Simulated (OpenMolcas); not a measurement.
Single-point calculation, with input and output: HO (charge −1)

HO, charge −1, SMILES [OH-], computed with MP2/aug-pcseg-1, RHF (OpenMolcas 26.06).

The geometry comes from this level: PBE0-D4/def2-TZVPD.

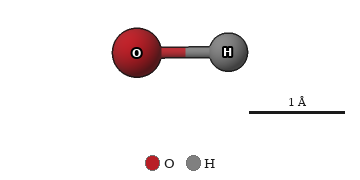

Fig. 1: The input geometry (ball-and-stick view, seen at a tilt). Bond lengths as drawn: H–O 0.96 Å.

## Input file
```
* HO MP2
>>> EXPORT MOLCAS_PRINT=2
&GATEWAY
BasLib=$CurrDir
Coord
2
bohr
O      0.77818922    -0.24906590     0.40156680
H     -0.77818922     0.24906590    -0.40156680
Basis=aug-pcseg-1
Group=NoSym
&SEWARD
&SCF
Charge=-1
PrOrbitals=0
&MBPT2
Frozen=3
```

Run on 1 thread of Arm Neoverse V1, 24 GiB of memory available, shared host.

Run as:
```bash
export MOLCAS_MEM=1860
pymolcas job.inp > job.log
```

## Log
```
--- Start Module: gateway ---

                                              &GATEWAY

                       available to each process: 1.9 GB of memory, 1 thread

 Basis Set     1 Label: O.AUG-PCSEG-1
 Basis set is read from library:.
 basistype.tbl is not found

 Basis Set     2 Label: H.AUG-PCSEG-1
 Basis set is read from library:.
 basistype.tbl is not found

++    Symmetry information:
      ---------------------

                    Character Table for C1

                             E
                    a        1  x, y, xy, Rz, z, xz, Ry, yz, Rx, I
--

++    Basis set information:
      ----------------------

      Basis set label: O.AUG-PCSEG-1.........

      Electronic valence basis set:
      ------------------
      Associated Effective Charge   8.000000 au
      Associated Actual Charge      8.000000 au
      Nuclear Model: Point charge

      Shell  nPrim  nBasis  Cartesian Spherical Contaminant
         s       9       4        X
         p       5       3        X
         d       2       2                 X

      Basis set label: H.AUG-PCSEG-1.........

      Electronic valence basis set:
      ------------------
      Associated Effective Charge   1.000000 au
      Associated Actual Charge      1.000000 au
      Nuclear Model: Point charge

      Shell  nPrim  nBasis  Cartesian Spherical Contaminant
         s       5       3        X
         p       2       2        X
--

++    Molecular structure info:
      -------------------------

                    ************************************************
                    **** Cartesian Coordinates / bohr, angstrom ****
                    ************************************************

     Center  Label                x              y              z                     x              y              z
        1      O1               0.778189      -0.249066       0.401567              0.411800      -0.131800       0.212500
        2      H2              -0.778189       0.249066      -0.401567             -0.411800       0.131800      -0.212500
--

            Nuclear Potential Energy              4.39356704 au

--- Stop Module: gateway /rc=_RC_ALL_IS_WELL_ ---

--- Start Module: seward ---

                                              &SEWARD

                       available to each process: 1.9 GB of memory, 1 thread

               SEWARD will generate:
                  Multipole Moment integrals up to order  2
                  Kinetic Energy integrals
                  Nuclear Attraction integrals (point charge)
                  One-Electron Hamiltonian integrals
                  Velocity integrals
                  Orbital angular momentum around (  0.6859  -0.2195   0.3540 )
                  Velocity quadrupole around (  0.6859  -0.2195   0.3540 )
                  Two-Electron Repulsion integrals

                   Integrals are discarded if absolute value <: 1.00E-14
                   Integral cutoff threshold is set to       <: 1.00E-16

            Nuclear Potential Energy              4.39356704 au

      Basis set specifications :
      Symmetry species         a
      Basis functions           32

--- Stop Module: seward /rc=_RC_ALL_IS_WELL_ ---

--- Start Module: scf ---

                                                &SCF

                       available to each process: 1.9 GB of memory, 1 thread

++    Input section:
      --------------

      Header of the integral files:

      Cartesian coordinates in angstrom:
      -----------------------------------------------------
      No.  Label        X            Y            Z
      -----------------------------------------------------
       1   O1         0.41180000  -0.13180000   0.21250000
       2   H2        -0.41180000   0.13180000  -0.21250000
      -----------------------------------------------------
      Nuclear repulsion energy =    4.39356704
--

++    Orbital specifications:
      -----------------------

      Symmetry species               1
                                     a
      Frozen orbitals                0
      Aufbau                         5
      Start temperature = 0.500
      End temperature   = 0.010
      Temperature Factor= 0.460
      Deleted orbitals               0
      Total number of orbitals      32
      Number of basis functions     32
--

      Molecular charge                          -1.000

++    Optimization specifications:
      ----------------------------

      SCF Algorithm: Conventional
      Minimized density differences are used
      Number of density matrices in core                 5
      Maximum number of NDDO SCF iterations            400
      Maximum number of HF SCF iterations              400
      Threshold for SCF energy change             1.00E-09
      Threshold for density matrix                1.00E-04
      Threshold for Fock matrix                   1.50E-04
      Threshold for linear dependence             1.00E-09
      Threshold at which DIIS is turned on        1.50E-01
      Maximum depth in the DIIS procedure                5
      Maximum depth in the BFGS Hessian update          30
      Threshold at which QNR/C2DIIS is turned on  7.50E-02
      Threshold for Norm(delta) (QNR/C2DIIS)      1.00E-03
      All orbitals punched on: SCFORB
--

      Input vectors read from INPORB
      Orbital file label: *Guess orbitals

++ Convergence information
                                   SCF        iterations: Energy and convergence statistics

Iter     Tot. SCF        One-elec.       Two-elec.     Energy      Max Dij or  Max Fij      DNorm      TNorm      AccCon     Time
         Energy          Energy          Energy        Change      Delta Norm                                                in Sec.
   1   -74.041487083  -117.218387748    38.783333624   0.00E+00    1.98E-01*   5.26E-01*    4.51E+00   3.61E+01   None         0.
   2   -72.502258788  -102.630000498    25.734174668   1.54E+00*   1.87E-01*   1.14E-14     4.82E+01   2.95E+01   EDIIS        0.
   3   -74.150325731  -107.779637246    29.235744474  -1.65E+00*   1.43E-01*   1.24E-01*    4.83E+00   3.15E+01   EDIIS        0.
   4   -75.133543162  -120.006263116    40.479152913  -9.83E-01*   4.24E-01*   2.28E-01*    2.62E+00   3.67E+01   EDIIS        0.
   5   -74.793945848  -109.759053088    30.571540198   3.40E-01*   1.21E-01*   6.57E-02*    2.04E+00   3.24E+01   EDIIS        0.
   6   -75.356679247  -115.590407012    35.840160723  -5.63E-01*   6.53E-02*   5.83E-02*    9.25E-01   3.49E+01   EDIIS        0.
   7   -75.359774071  -117.152943649    37.399602536  -3.09E-03*   1.23E-02*   2.53E-02*    1.23E-01   3.55E+01   EDIIS        0.

       Fermi aufbau procedure completed!
      nOcc=    5

   8   -75.368164820  -116.348710388    36.586978527  -8.39E-03*   2.89E-03*   3.27E-03*    1.91E-02   3.52E+01   c2DIIS       0.
   9   -75.368261017  -116.419896650    36.658068591  -9.62E-05*   1.32E-03*   6.44E-04*    5.15E-03   3.52E+01   QNRc2DIIS    0.
  10   -75.368265711  -116.420453460    36.658620708  -4.69E-06*   1.46E-03*   3.39E-04*    9.22E-04   3.52E+01   QNRc2DIIS    0.
  11   -75.368267416  -116.421114766    36.659280309  -1.71E-06*   1.18E-04    2.89E-05     5.00E-04   3.52E+01   QNRc2DIIS    0.
  12   -75.368267429  -116.421515778    36.659681308  -1.29E-08*   1.61E-05    1.15E-05     6.78E-05   3.52E+01   QNRc2DIIS    0.
  13   -75.368267429  -116.421289786    36.659455315  -7.79E-10    4.30E-06    2.21E-06     7.30E-06   3.52E+01   QNRc2DIIS    0.

       Convergence after  13 Iterations
--

 *****************************************************************************************************************************
 *                                             SCF/KS-DFT Program, Final results                                             *
 *                                                       Final Results                                                       *
 *****************************************************************************************************************************

::    Total SCF energy                                -75.3682674295
      One-electron energy                            -116.4212897861
      Two-electron energy                              36.6594553151
      Nuclear repulsion energy                          4.3935670415
      Kinetic energy (interpolated)                    75.4405684874
      Virial theorem                                    0.9990416157
      Total spin, S(S+1)                                0.0000000000
      Total spin, S                                     0.0000000000
      Max non-diagonal density matrix element           0.0000029858
      Max non-diagonal Fock matrix element              0.0000004674

      No orbitals printed

++    Molecular charges:
      ------------------

      Mulliken charges per centre
      ---------------------------

                O1      H2
      Total    9.1573  0.8427

      N-E     -1.1573  0.1573

      Total electronic charge=   10.000000

      Total            charge=   -1.000000
--

++    Molecular properties:
      ---------------------

      Charge (e):
                      =   -1.0000
      Dipole Moment (debye):
      Origin of the operator (angstrom)=    0.3630   -0.1162    0.1873
                   X= -1.0768E+00               Y=  3.4465E-01               Z= -5.5567E-01           Total=  1.2598E+00
      Center of Charge (angstrom)
                     X=    0.58717017               Y=   -0.18792867               Z=    0.30299578
      Quadrupole Moment (debye*angstrom):
      Origin of the operator (angstrom)=    0.3630   -0.1162    0.1873
                  XX= -8.2259E+00              XY= -5.8680E-01              XZ=  9.4609E-01              YY= -9.8715E+00
                  YZ= -3.0280E-01              ZZ= -9.5711E+00
      In traceless form (debye*angstrom)
                  XX=  1.4954E+00              XY= -8.8020E-01              XZ=  1.4191E+00              YY= -9.7300E-01
                  YZ= -4.5421E-01              ZZ= -5.2240E-01
--

--- Stop Module: scf /rc=_RC_ALL_IS_WELL_ ---

--- Start Module: mbpt2 ---

                                               &MBPT2

                       available to each process: 1.9 GB of memory, 1 thread

WARNING!
Default frozen orbitals as non valence orbitals is overwritten by user input.
Default values:   1

      Cartesian coordinates in angstrom:
      -----------------------------------------------------
      No.  Label        X            Y            Z
      -----------------------------------------------------
       1   O1         0.41180000  -0.13180000   0.21250000
       2   H2        -0.41180000   0.13180000  -0.21250000
      -----------------------------------------------------
      Nuclear repulsion energy =    4.39356704

      Contents of RUNFILE file:
      -------------------------

      Symmetry species                           1
                                                 a
      Number of basis functions                 32
      Frozen occupied orbitals                   3
      Active occupied orbitals                   2
      Active external orbitals                  27
      Deleted external orbitals                  0

      Reference numbers of frozen occupied orbitals according to the original input sequence
      symmetry species 1                        1  2  3

      Energies of the active occupied orbitals

      symmetry species 1                    -0.109202     -0.109202

      Energies of the active external orbitals

      symmetry species 1                     0.192088      0.326046      0.391413      0.391413      0.399803
                                             0.450681      0.450681      0.544567      0.691570      0.883360
                                             0.883360      0.930553      0.992729      0.992729      1.529945
                                             1.590778      1.590778      1.885454      2.316551      2.643071
                                             2.643071      3.138356      3.154553      3.154553      3.473852
                                             3.473852      4.379795

      ********************************************************************************************************
      *                                               Results                                                *
      ********************************************************************************************************

 Conventional algorithm used...

       SCF energy                           =      -75.3682674295 a.u.
       Second-order correlation energy      =       -0.0789049203 a.u.

       Total energy                         =      -75.4471723497 a.u.
       Reference weight ( Cref**2 )         =        0.97020

::    Total MBPT2 energy                              -75.4471723497

       Zeroth-order energy (E0)             =      -38.7088121144 a.u.

       Shanks-type energy S1(E)             =      -75.4473425491 a.u.

       Data processing and timing information:

       Section                                              time(sec)
                                                          CPU  Elapsed

      Input data processing                              0.02      0.03
      Transformation of integrals                        0.01      0.01
      MBPT2 calculations (BJAI)                          0.00      0.00
      Total MBPT2 calculations                           0.03      0.04

--- Stop Module: mbpt2 /rc=_RC_ALL_IS_WELL_ ---

.##################.
.# Happy landing! #.
.##################.

    Timing: Wall=1.54 User=1.17 System=0.36
```

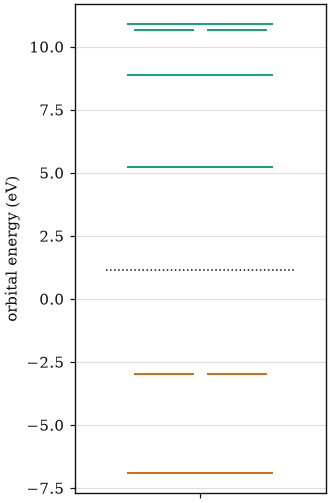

Fig. 2: Orbital energies near the frontier (SCF reference); the dotted line parts filled from empty levels, and levels within 0.02 eV of each other stand side by side. Highest filled −2.97 eV, lowest empty 5.23 eV, 8.20 eV apart.

## Summary

| quantity | value |
| --- | --- |
| outcome | converged |
| total energy | −75.447172 hartree |
| SCF energy | −75.368267 hartree |
| MP2 energy | −75.447172 hartree |
| correlation energy | −0.078905 hartree |
| basis functions | 32 |
| HOMO of the SCF reference | −2.97 eV |
| LUMO of the SCF reference | 5.23 eV |
| wall time | 1.8 s |
| peak memory | 0.37 GiB |
